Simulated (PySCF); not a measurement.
# Run report: HfH$_{4}$O$_{2}$F$_{4}$, geometry relaxation (part 1 of 2)

The run: geometry relaxation of HfH$_{4}$O$_{2}$F$_{4}$ (trans-Hf(H2O)2F4). Method and program: PBE0-D3(BJ)/def2-SVP geometry optimisation, gas phase (PySCF 2.14.0).

The run did not end well. It belongs to a series of runs on one base structure; here: trans, H2O.

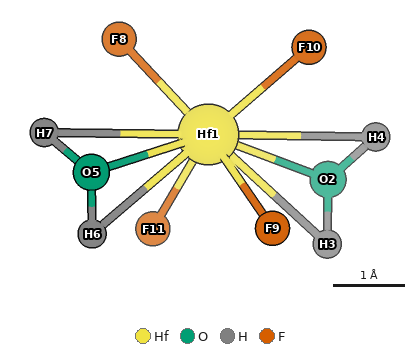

The structure as given in the input (ball-and-stick view, seen at a tilt; atoms are numbered from 1 in the order of the input). Sticks mark near contacts. Bond lengths as drawn: F–Hf 1.82 to 1.95 Å, Hf–O 2.19 to 2.25 Å, H–Hf 2.39 to 2.51 Å and H–O 0.96 to 1.02 Å.

Input:
```
{"job": {"xc": "PBE0", "basis": "def2-SVP", "d3": "d3bj", "grid": 1, "maxiter": 30, "shake": 0.03, "kind": "geom"}, "charge": 0, "multiplicity": 1}
Hf     0.358160     0.170080    -0.000130
O     -0.101200    -0.085880     2.122930
H     -1.036350    -0.406140     1.885210
H     -0.089820     0.872300     2.364950
O     -0.203520    -0.178850    -2.148930
H     -0.673230    -0.954150    -1.846090
H      0.723940    -0.445900    -2.398410
F      2.010250     0.204390    -0.871670
F     -1.572700     0.441510     0.090760
F      0.572580     1.925070     0.774010
F      0.109950    -1.627940     0.058260
```

The first line tells a small driver script what to run in PySCF; the rest is the geometry in Å.

Command:
```bash
OMP_NUM_THREADS=1 python <driver script> task.json out
```

Output:
```
step   0  E = -599.61285175  max force = 0.095541
step   1  E = -599.63729468  max force = 0.019259
step   2  E = -599.64322520  max force = 0.010226
step   3  E = -599.64721566  max force = 0.008787
step   4  E = -599.64952049  max force = 0.010728
step   5  E = -599.65216068  max force = 0.011504
step   6  E = -599.65351096  max force = 0.006405
step   7  E = -599.65404336  max force = 0.005823
step   8  E = -599.65441034  max force = 0.003439
step   9  E = -599.65460598  max force = 0.002446
step  10  E = -599.65470945  max force = 0.002377
step  11  E = -599.65485688  max force = 0.002721
step  12  E = -599.65509501  max force = 0.002960
step  13  E = -599.65530609  max force = 0.004076
step  14  E = -599.65560294  max force = 0.003867
step  15  E = -599.65577863  max force = 0.001832
step  16  E = -599.65587203  max force = 0.001019
step  17  E = -599.65591108  max force = 0.002073
step  18  E = -599.65595832  max force = 0.002359
step  19  E = -599.65602383  max force = 0.001210
step  20  E = -599.65606025  max force = 0.000486
step  21  E = -599.65606899  max force = 0.000702
step  22  E = -599.65607481  max force = 0.000718
step  23  E = -599.65607663  max force = 0.000539
step  24  E = -599.65608348  max force = 0.000455
step  25  E = -599.65609531  max force = 0.000515
step  26  E = -599.65611260  max force = 0.000696
step  27  E = -599.65613582  max force = 0.000877
step  28  E = -599.65617393  max force = 0.000905
step  29  E = -599.65623197  max force = 0.000588
step  30  E = -599.65623403  max force = 0.000593
optimisation not converged
```

Trajectory as extended XYZ (Å, eV, eV/Å), 31 frames, from step=0 to step=30:
```
11
Properties=species:S:1:pos:R:3:forces:R:3 step=0 energy=-16316.29677
Hf    0.3582    0.1701   -0.0001   -1.3531   4.4176   0.3604
O    -0.1012   -0.0859    2.1229   -1.0813  -0.5293   0.5095
H    -1.0364   -0.4061    1.8852    1.4703   1.0814   0.9427
H    -0.0898    0.8723    2.3649   -0.5656  -0.7179  -0.1192
O    -0.2035   -0.1789   -2.1489    1.4645   0.5463  -0.3933
H    -0.6732   -0.9542   -1.8461   -0.4562  -0.9499  -0.4347
H     0.7239   -0.4459   -2.3984   -1.2140   0.0580  -0.0327
F     2.0103    0.2044   -0.8717    2.5147  -0.0826  -1.3930
F    -1.5727    0.4415    0.0908   -0.7773  -0.0263  -0.4888
F     0.5726    1.9251    0.7740    0.4128   1.1154   0.7204
F     0.1100   -1.6279    0.0583   -0.4149  -4.9129   0.3288
11
Properties=species:S:1:pos:R:3:forces:R:3 step=1 energy=-16316.96190
Hf    0.3410    0.1860    0.0034   -0.2066   0.4787  -0.0743
O    -0.1061   -0.0636    2.2012    0.1026  -0.3263  -0.3061
H    -1.0111   -0.3684    2.0013   -0.0418   0.2496   0.5851
H    -0.1266    0.8790    2.4470   -0.2894  -0.0840   0.0232
O    -0.1925   -0.1600   -2.2000    0.4799   0.2870   0.5665
H    -0.6728   -0.9544   -1.9324   -0.2344  -0.4651  -0.4914
H     0.7017   -0.4327   -2.4744   -0.1787  -0.1290  -0.2318
F     2.1002    0.2070   -0.9143   -0.7578  -0.0871   0.2743
F    -1.6319    0.4348   -0.0231    0.8752  -0.1514  -0.1155
F     0.5848    1.9785    0.8413    0.0356  -0.7627  -0.2533
F     0.1114   -1.7916    0.0809    0.2153   0.9904   0.0232
11
Properties=species:S:1:pos:R:3:forces:R:3 step=2 energy=-16317.12327
Hf    0.3321    0.1982    0.0089    0.1346  -0.1615  -0.1813
O    -0.1209   -0.0595    2.2361    0.2549  -0.0806  -0.2790
H    -1.0271   -0.3570    2.0856   -0.3536  -0.0925   0.3742
H    -0.1693    0.8760    2.4949   -0.0643  -0.0137   0.0451
O    -0.1650   -0.1471   -2.2180    0.1432  -0.0676   0.5258
H    -0.6590   -0.9564   -2.0103   -0.1322  -0.1034  -0.4397
H     0.7103   -0.4326   -2.5263   -0.0183  -0.0268  -0.1555
F     2.0592    0.2064   -0.9224   -0.1741  -0.0281   0.0685
F    -1.6008    0.4064   -0.0645   -0.0633   0.1070  -0.1055
F     0.6107    1.9430    0.8589    0.0716  -0.0583   0.0320
F     0.1280   -1.7629    0.0880    0.2014   0.5253   0.1155
11
Properties=species:S:1:pos:R:3:forces:R:3 step=3 energy=-16317.23186
Hf    0.3166    0.2048    0.0134    0.1348   0.0939  -0.1855
O    -0.1501   -0.0889    2.2681   -0.1148   0.1349  -0.3452
H    -1.0654   -0.3902    2.1973   -0.1516  -0.2707   0.2310
H    -0.2264    0.8330    2.5609    0.1635   0.0830   0.0487
O    -0.1375   -0.1370   -2.2370    0.0588  -0.4518   0.3363
H    -0.6516   -0.9568   -2.1386   -0.1440   0.2013  -0.2815
H     0.7128   -0.4306   -2.5988    0.1031   0.1325  -0.0603
F     2.0403    0.2178   -0.8847    0.2011   0.0410  -0.1605
F    -1.5922    0.4705   -0.1542   -0.3437   0.0645  -0.0378
F     0.6359    1.9194    0.8775    0.0808   0.2088   0.2750
F     0.2156   -1.7276    0.1270    0.0120  -0.2374   0.1798
11
Properties=species:S:1:pos:R:3:forces:R:3 step=4 energy=-16317.29458
Hf    0.3010    0.2076    0.0172   -0.0959   0.1627  -0.1353
O    -0.1843   -0.0997    2.2783   -0.3782   0.1674  -0.2015
H    -1.0988   -0.4160    2.2909    0.0261  -0.3147   0.1251
H    -0.2609    0.8171    2.5896    0.2682   0.0535  -0.0208
O    -0.0918   -0.1287   -2.2510    0.0018  -0.5517   0.0555
H    -0.6232   -0.9409   -2.2688   -0.2362   0.2471  -0.1212
H     0.7529   -0.4079   -2.6378    0.1397   0.2466   0.0747
F     2.0146    0.2290   -0.8960    0.3151   0.1340  -0.0838
F    -1.6061    0.4868   -0.2133   -0.1202   0.0506  -0.0096
F     0.6391    1.8816    0.9606    0.0896   0.1877   0.1322
F     0.2557   -1.7142    0.1612   -0.0099  -0.3831   0.1848
11
Properties=species:S:1:pos:R:3:forces:R:3 step=5 energy=-16317.36642
Hf    0.2697    0.2087    0.0196    0.2082   0.1316   0.1023
O    -0.2700   -0.1499    2.2718   -0.5916   0.3024  -0.0229
H    -1.1610   -0.5083    2.4188    0.3092  -0.1847  -0.0467
H    -0.3241    0.7649    2.5976    0.2322  -0.0343  -0.0219
O    -0.0439   -0.1236   -2.2719    0.2136  -0.5129  -0.1326
H    -0.5960   -0.8920   -2.4816   -0.2399   0.2528   0.0684
H     0.8169   -0.3502   -2.6590    0.1089   0.2357   0.1567
F     2.0143    0.3070   -0.8456    0.0140   0.1001  -0.1195
F    -1.6141    0.5346   -0.3182   -0.0874   0.0704   0.0657
F     0.6688    1.8256    1.0569   -0.1179  -0.0401  -0.0460
F     0.3375   -1.7023    0.2424   -0.0492  -0.3211  -0.0035
11
Properties=species:S:1:pos:R:3:forces:R:3 step=6 energy=-16317.40316
Hf    0.2554    0.1996    0.0194   -0.1035  -0.2029   0.0938
O    -0.3211   -0.1676    2.2576   -0.3294   0.2077  -0.0186
H    -1.1883   -0.5485    2.4616    0.2130  -0.0805  -0.0434
H    -0.3401    0.7530    2.5688    0.0602  -0.0612   0.0405
O     0.0052   -0.1249   -2.2764    0.0327  -0.2518   0.0222
H    -0.5528   -0.8594   -2.5681   -0.0561   0.1620  -0.0064
H     0.9041   -0.3029   -2.5963   -0.0178   0.0386   0.0723
F     1.9877    0.3341   -0.8790    0.0450   0.1511   0.0524
F    -1.6263    0.5626   -0.3318    0.1749  -0.0123   0.0510
F     0.6268    1.7875    1.1089    0.0203   0.0440  -0.1395
F     0.3475   -1.7189    0.2663   -0.0393   0.0053  -0.1244
11
Properties=species:S:1:pos:R:3:forces:R:3 step=7 energy=-16317.41765
Hf    0.2545    0.1965    0.0182    0.0002  -0.1794   0.1095
O    -0.3544   -0.1789    2.2421    0.0249   0.2994  -0.1265
H    -1.2079   -0.5765    2.4520    0.0199  -0.0808   0.0027
H    -0.3660    0.7388    2.5595   -0.0281  -0.0449   0.0917
O     0.0191   -0.1374   -2.2668    0.0516  -0.0095   0.2029
H    -0.5455   -0.8551   -2.5800    0.0268   0.0491  -0.0652
H     0.9333   -0.2997   -2.5465   -0.0241  -0.0773  -0.0650
F     1.9973    0.3824   -0.8604   -0.0793   0.0334  -0.0275
F    -1.6217    0.5740   -0.3255    0.0958  -0.0065   0.0035
F     0.6330    1.7984    1.0834   -0.0738  -0.0757  -0.0055
F     0.3565   -1.7280    0.2550   -0.0138   0.0922  -0.1206
11
Properties=species:S:1:pos:R:3:forces:R:3 step=8 energy=-16317.42764
Hf    0.2483    0.1916    0.0175    0.1458  -0.1751   0.1373
O    -0.3775   -0.1746    2.2335    0.0278   0.1768  -0.0818
H    -1.2169   -0.5871    2.4633   -0.0369  -0.1341   0.0095
H    -0.3931    0.7369    2.5653    0.0024  -0.0006   0.0497
O     0.0426   -0.1476   -2.2586    0.0695   0.0308   0.1398
H    -0.5168   -0.8475   -2.6138   -0.0318  -0.0069  -0.0523
H     0.9619   -0.3039   -2.5225    0.0145  -0.0549  -0.0835
F     1.9931    0.4208   -0.8523   -0.1051   0.0023  -0.0142
F    -1.6151    0.5796   -0.3403   -0.0704   0.0192  -0.0365
F     0.6054    1.7808    1.1039    0.0015   0.0539  -0.0103
F     0.3661   -1.7346    0.2349   -0.0173   0.0886  -0.0576
11
Properties=species:S:1:pos:R:3:forces:R:3 step=9 energy=-16317.43296
Hf    0.2455    0.1904    0.0234    0.0642   0.0194   0.0584
O    -0.4026   -0.1712    2.2284   -0.0287   0.1258  -0.0121
H    -1.2287   -0.6046    2.4731    0.0323  -0.1071  -0.0290
H    -0.4273    0.7331    2.5777    0.0134   0.0147   0.0250
O     0.0714   -0.1597   -2.2456    0.0465  -0.1008  -0.0608
H    -0.4820   -0.8437   -2.6395   -0.1026   0.0229   0.0060
H     0.9904   -0.3178   -2.5119    0.0050   0.0389  -0.0089
F     1.9770    0.4547   -0.8573    0.0223  -0.0114   0.0362
F    -1.6152    0.5786   -0.3490   -0.0474   0.0103  -0.0442
F     0.5956    1.7879    1.1022   -0.0132  -0.0058   0.0210
F     0.3740   -1.7333    0.2293    0.0084  -0.0067   0.0082
11
Properties=species:S:1:pos:R:3:forces:R:3 step=10 energy=-16317.43578
Hf    0.2466    0.1925    0.0249   -0.0186   0.0959   0.0296
O    -0.4047   -0.1621    2.2257   -0.1026   0.0629   0.0225
H    -1.2256   -0.6082    2.4700    0.0889  -0.0697  -0.0332
H    -0.4368    0.7399    2.5814    0.0118  -0.0025   0.0001
O     0.0735   -0.1739   -2.2453    0.1222  -0.0850  -0.0503
H    -0.4819   -0.8554   -2.6413   -0.0927   0.0285   0.0225
H     0.9916   -0.3316   -2.5161   -0.0256   0.0365  -0.0081
F     1.9814    0.4689   -0.8415   -0.0047  -0.0343  -0.0103
F    -1.6140    0.5826   -0.3624    0.0173  -0.0075  -0.0161
F     0.5856    1.7914    1.1051   -0.0001   0.0169   0.0127
F     0.3823   -1.7296    0.2303    0.0039  -0.0416   0.0306
11
Properties=species:S:1:pos:R:3:forces:R:3 step=11 energy=-16317.43979
Hf    0.2500    0.1987    0.0284   -0.0490   0.1399  -0.0139
O    -0.4085   -0.1434    2.2233   -0.1002   0.0353   0.0269
H    -1.2177   -0.6119    2.4647    0.0901  -0.0457  -0.0121
H    -0.4547    0.7552    2.5859   -0.0057  -0.0173  -0.0135
O     0.0776   -0.1996   -2.2445    0.1182  -0.0681  -0.0158
H    -0.4850   -0.8786   -2.6353   -0.0602   0.0449   0.0352
H     0.9921   -0.3577   -2.5251   -0.0247   0.0166  -0.0114
F     1.9837    0.4787   -0.8334    0.0000  -0.0358  -0.0318
F    -1.6072    0.5866   -0.3810    0.0295  -0.0153   0.0082
F     0.5744    1.8084    1.0998    0.0067  -0.0197  -0.0106
F     0.3933   -1.7221    0.2480   -0.0047  -0.0347   0.0389
11
Properties=species:S:1:pos:R:3:forces:R:3 step=12 energy=-16317.44627
Hf    0.2590    0.2170    0.0339   -0.0737   0.1158  -0.1522
O    -0.4219   -0.0986    2.2161   -0.0691   0.0189   0.0331
H    -1.1967   -0.6194    2.4607    0.0656  -0.0263   0.0182
H    -0.5048    0.7905    2.5931   -0.0300  -0.0208  -0.0191
O     0.0889   -0.2606   -2.2380    0.0761  -0.0392   0.0295
H    -0.4936   -0.9293   -2.6187   -0.0163   0.0654   0.0507
H     0.9931   -0.4247   -2.5426   -0.0006  -0.0125  -0.0097
F     1.9869    0.4977   -0.8324    0.0025  -0.0366  -0.0356
F    -1.5907    0.5950   -0.4202    0.0396  -0.0148   0.0550
F     0.5629    1.8466    1.0790    0.0160  -0.0492  -0.0037
F     0.4150   -1.6997    0.3000   -0.0100  -0.0007   0.0337
11
Properties=species:S:1:pos:R:3:forces:R:3 step=13 energy=-16317.45201
Hf    0.2696    0.2376    0.0336   -0.0524   0.0566  -0.2096
O    -0.4370   -0.0549    2.2062   -0.0486   0.0250   0.0468
H    -1.1710   -0.6257    2.4622    0.0456  -0.0259   0.0245
H    -0.5592    0.8231    2.5959   -0.0328  -0.0136  -0.0183
O     0.0974   -0.3207   -2.2273    0.0395  -0.0055   0.0523
H    -0.5091   -0.9739   -2.5971    0.0100   0.0634   0.0459
H     0.9905   -0.4972   -2.5537    0.0072  -0.0306  -0.0053
F     1.9894    0.5118   -0.8481    0.0005  -0.0297  -0.0215
F    -1.5737    0.6073   -0.4489    0.0188  -0.0017   0.0657
F     0.5670    1.8797    1.0566    0.0163  -0.0614   0.0027
F     0.4340   -1.6728    0.3514   -0.0040   0.0233   0.0168
11
Properties=species:S:1:pos:R:3:forces:R:3 step=14 energy=-16317.46009
Hf    0.2869    0.2695    0.0254   -0.0171  -0.0462  -0.1989
O    -0.4594    0.0049    2.1888   -0.0224   0.0386   0.0615
H    -1.1231   -0.6348    2.4704    0.0287  -0.0320   0.0105
H    -0.6420    0.8636    2.5940   -0.0249   0.0042  -0.0096
O     0.1039   -0.4057   -2.2042   -0.0018   0.0316   0.0395
H    -0.5410   -1.0289   -2.5587    0.0126   0.0424   0.0293
H     0.9781   -0.6108   -2.5609    0.0165  -0.0342   0.0063
F     1.9922    0.5299   -0.8865   -0.0090  -0.0116   0.0050
F    -1.5503    0.6342   -0.4796   -0.0070   0.0153   0.0454
F     0.5888    1.9206    1.0230    0.0089  -0.0414   0.0174
F     0.4639   -1.6279    0.4192    0.0156   0.0334  -0.0064
11
Properties=species:S:1:pos:R:3:forces:R:3 step=15 energy=-16317.46487
Hf    0.2976    0.2873    0.0140    0.0038  -0.0840  -0.0942
O    -0.4648    0.0340    2.1803    0.0174   0.0473   0.0269
H    -1.0794   -0.6454    2.4779    0.0079  -0.0304   0.0132
H    -0.6851    0.8801    2.5917   -0.0238  -0.0054  -0.0018
O     0.0969   -0.4476   -2.1877   -0.0272   0.0508   0.0148
H    -0.5756   -1.0486   -2.5276    0.0172   0.0179   0.0036
H     0.9581   -0.6764   -2.5611   -0.0030  -0.0356   0.0119
F     1.9895    0.5385   -0.9234   -0.0001   0.0118   0.0185
F    -1.5401    0.6566   -0.4844   -0.0208   0.0146   0.0079
F     0.6118    1.9368    1.0044    0.0057  -0.0125   0.0136
F     0.4891   -1.6008    0.4469    0.0228   0.0256  -0.0144
11
Properties=species:S:1:pos:R:3:forces:R:3 step=16 energy=-16317.46741
Hf    0.3033    0.2996    0.0039    0.0251  -0.0524   0.0241
O    -0.4668    0.0407    2.1753    0.0077   0.0402   0.0110
H    -1.0363   -0.6687    2.4915    0.0087  -0.0396  -0.0042
H    -0.7188    0.8722    2.5966   -0.0057   0.0116  -0.0006
O     0.0854   -0.4683   -2.1755   -0.0192   0.0299  -0.0450
H    -0.6049   -1.0472   -2.5165   -0.0217   0.0027   0.0050
H     0.9347   -0.7161   -2.5629    0.0116  -0.0130   0.0206
F     1.9821    0.5617   -0.9515   -0.0025   0.0067   0.0070
F    -1.5352    0.6801   -0.4855   -0.0198   0.0027  -0.0115
F     0.6304    1.9409    0.9991   -0.0089   0.0062   0.0101
F     0.5241   -1.5803    0.4563    0.0247   0.0051  -0.0167
```
